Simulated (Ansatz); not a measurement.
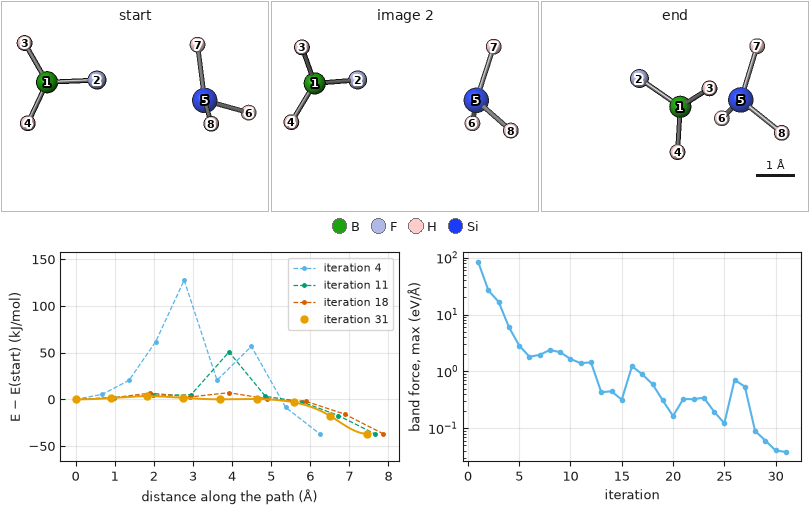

A nudged-elastic-band calculation for BSiH5F (multiplicity 2), made up at the start of BH$_{2}$F and SiH3. Images are numbered from 0 (start) to 8 (end). The plot follows the band through its iterations. A ball-and-stick model, seen at a tilt.

All numbers below come from UKS PBE/6-31G* (Ansatz). Set-up: 7 movable images; climbing image; force threshold 0.05 eV/Å; iteration limit 60; starting path through a guess of the saddle point.

> Judge this run.

The run is converged, with reservations. The band converged in 31 iterations. The largest component of the band force went from 84 to 0.038 eV/Å. The climbing image converged on the top of the path. Its vibrational analysis gives 2 imaginary modes over 30i cm⁻¹, so it isn't confirmed as a transition state. The first iteration put the highest image at 1693.8 kJ/mol. The highest point, image 2, lies 3.5 kJ/mol above the start and 40.3 kJ/mol above the end; the end is at −36.8 kJ/mol relative to the start.

Limits of the set-up: the start holds two separate molecules, 3.2 Å apart at their closest, whose relative position is a soft coordinate and is computed without a dispersion correction.

Cost: 8.5 min on 1 thread of Arm Neoverse V1, with other jobs on the host, peak memory 0.13 GiB.
